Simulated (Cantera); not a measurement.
Feed: 1 mol toluene, 0.083 mol H2O, held at 133 Pa.

Equilibrium computed with Cantera from the NASA thermochemical tables; the gas is ideal and each condensed phase is pure. Candidate condensed phases: C, C6H6, C7H8, C8H18, H2O; 110 gas species. Kinetics and transport are ignored.

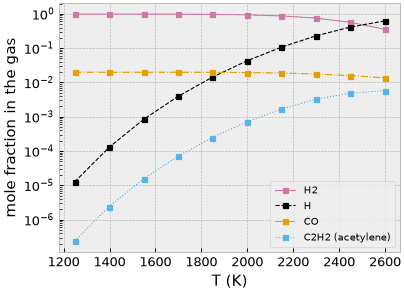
Figure: Equilibrium gas composition (values under 1e-9 drawn at 1e-9)

Question: Read off the mole fractions at 1548 K.

Answer: H2 about 0.98, CO about 0.020, H about 0.00083, C2H2 (acetylene) about 1.5e-5.
